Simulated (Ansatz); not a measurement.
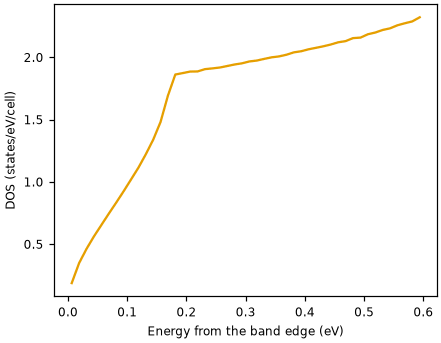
Density of states of SrZn2N2 (I4/mcm) below the valence band maximum, Ansatz (an electronic-structure program) with PBEsol, rigid bands; cell volume 153.1 Å³.

### Question
What effective density of states at 300 K does this give (∫ g(E) exp(−E/k_BT) dE, both spins, divided by the cell's size)?

### Answer
6.5e19 cm⁻³, a density-of-states mass of 1.88 mₑ, valleys and band degeneracy included.

Spin-orbit coupling is left out; where it splits the top of the valence band, N_v and the p-type Seebeck coefficient come out somewhat high without it. Geometry: cell and atoms relaxed with PBEsol.

Computed structure with no diffraction record at hand here (it may be known, metastable or hypothetical): SrZn2N2 (I4/mcm).
